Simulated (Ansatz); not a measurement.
# AlBH4O2S: the cost of one run

The runs use Ansatz 0.2.0, Gaussian basis; the settings change from run to run.

**1. The molecule**

An earlier PBE0-D4 in a triple-zeta def2 set relaxation fixed the geometry.

9 atoms, charge 0, spin multiplicity 1.

Atoms are counted from 1 here; the program's logs count them from 0.

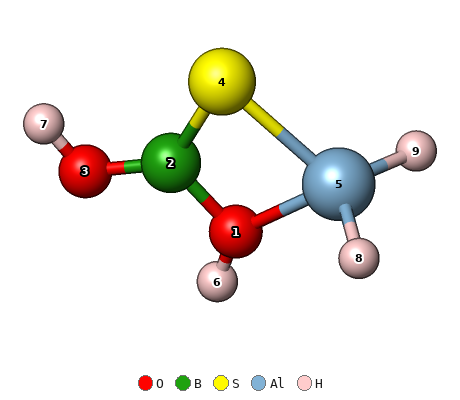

The geometry (oxygen red, boron green, sulfur yellow, aluminium light blue, hydrogen pink); atoms are numbered from 1 in the order of the file.

**2. B97/aug-pcseg-2**

Options: relativity set to none.

The input, in.yaml:

```yaml
crystal:
  periodic: [false, false, false]
  atoms:
    - {symbol: O, position_ang: [-0.133290, 0.038646, 0.863698]}
    - {symbol: B, position_ang: [0.106925, 0.900498, -0.243394]}
    - {symbol: O, position_ang: [0.194030, 2.217507, 0.041654]}
    - {symbol: S, position_ang: [0.236376, -0.026150, -1.758756]}
    - {symbol: Al, position_ang: [-0.103956, -1.633500, -0.162799]}
    - {symbol: H, position_ang: [-0.190758, 0.394296, 1.754899]}
    - {symbol: H, position_ang: [0.360707, 2.763069, -0.730333]}
    - {symbol: H, position_ang: [1.175631, -2.441463, 0.306011]}
    - {symbol: H, position_ang: [-1.557164, -2.259103, -0.088080]}
basis:
  gaussian: {orbitals: aug-pcseg-2}
hamiltonian: {xc: {name: B97}, pseudopotentials: {relativity: none}}
```

The run is started by

```bash
> ansatz run in.yaml --threads 4 --pin off --events-out ev --progress --plain --max-ram 10444MiB
```

What time and memory should one allow on 4 threads of Intel Xeon at 2.80GHz, shared host?

About 11 s, with a peak of 0.91 GiB.
